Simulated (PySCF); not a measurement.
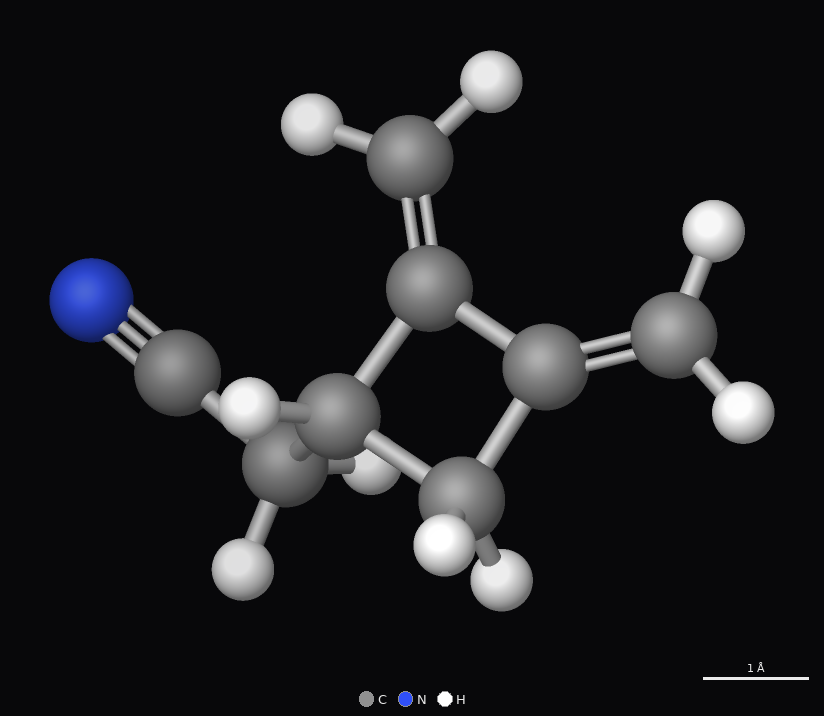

The computed structure is the end point of a GFN2-xTB optimisation. No frequency run is at hand to confirm it as a minimum.

> Which formula does it have?

C8H9N, 18 atoms: 8 carbon, 9 hydrogen and 1 nitrogen.

> Name functional groups in it.

Among them: nitrile, alkene.

More results for the same structure follow; atom numbers are the same in all pictures, views and colours differ.

Symmetry

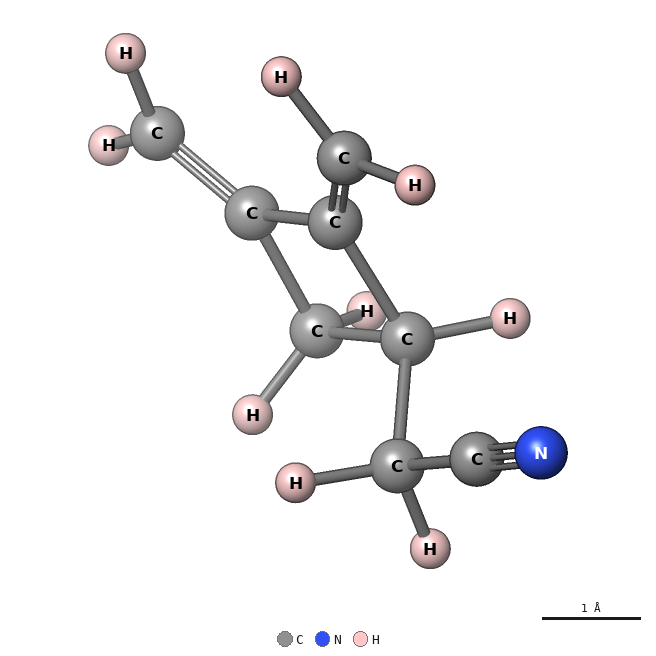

Atoms fade into the background with distance from the viewer. No frequency run is at hand to confirm it as a minimum. Masses are those of the most abundant isotopes; constants are for the rigid equilibrium geometry.

> Classify the rotor and give the rotational constants (MHz).

An asymmetric top (C1): A = 3683, B = 1063, C = 868 MHz. Ray's parameter κ is −0.86, close to the prolate limit.

NMR shielding

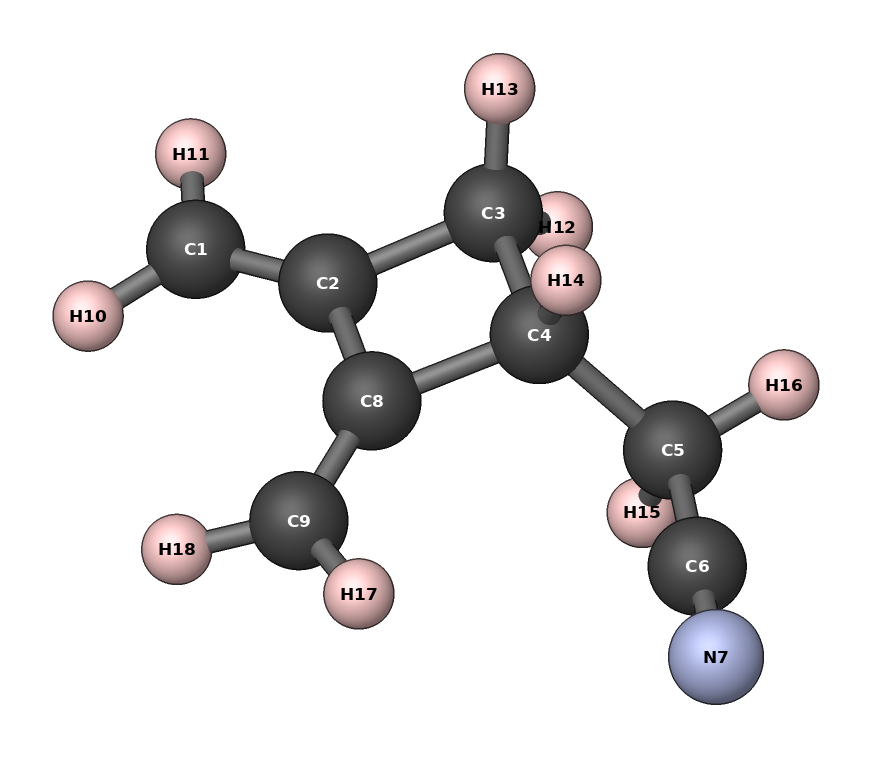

No frequency run is at hand to confirm it as a minimum. Properties computed with GIAO PBE0/pcSseg-1 NMR shielding, non-relativistic, gas phase (PySCF 2.14.0). Principal shieldings σ11 ≤ σ22 ≤ σ33, span Ω = σ33 − σ11, skew κ = 3(σiso − σ22)/Ω.

Give the shielding tensors of the N atoms.

```
atom     σ11     σ22    σ33   σiso      Ω     κ
  N7  −201.7  −193.0  301.7  −31.0  503.3  0.97
```

Shieldings and span in ppm.

Ring current

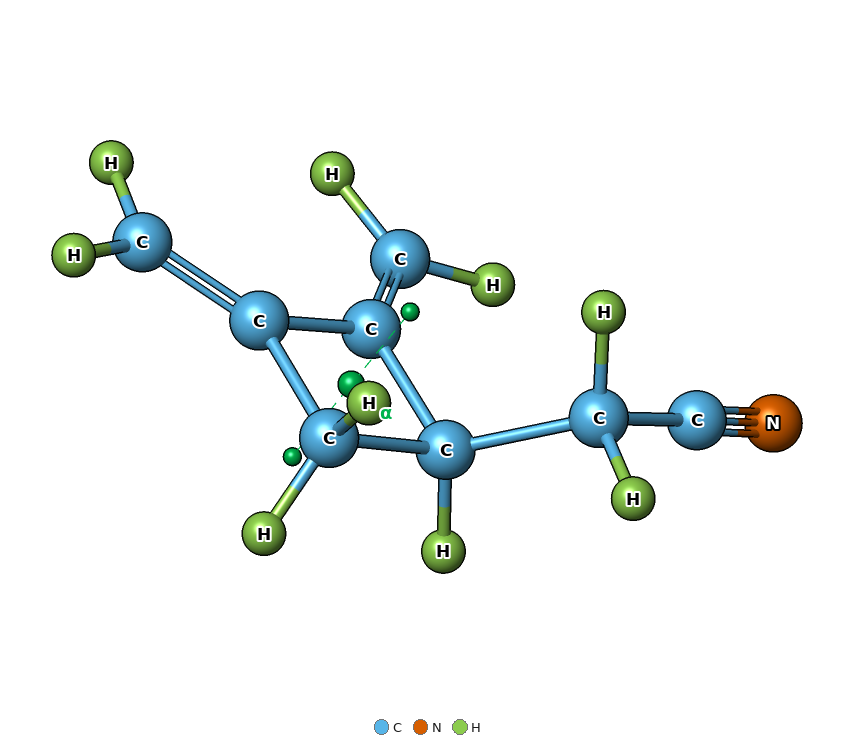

The small points mark where nucleus-independent chemical shifts (NICS) were computed: at the centre of each lettered ring and 1 Å above and below it. No frequency run is at hand to confirm it as a minimum. Properties computed with GIAO PBE0/pcSseg-1 NMR shielding, non-relativistic, gas phase (PySCF 2.14.0).

Give NICS(0), NICS(1) and the out-of-plane component NICS(1)zz for each ring (means of the two sides).

```csv
ring,members,NICS(0),NICS(1),NICS(1)zz
α,C4,3.9,−1.4,1.9
```

Values in ppm.

Electronic properties

No frequency run is at hand to confirm it as a minimum. Method: PBE0/def2-SVPD, gas phase (PySCF 2.14.0). Excitations: vertical, linear response.

Computed properties:

- dipole moment: 4.00 D
- HOMO energy (Kohn–Sham orbital): −6.95 eV
- LUMO energy (Kohn–Sham orbital): −1.44 eV
- HOMO–LUMO gap: 5.51 eV
- mean static polarisability: 96.7 bohr³
- lowest vertical singlet excitation: 5.20 eV
- its oscillator strength: 0.271
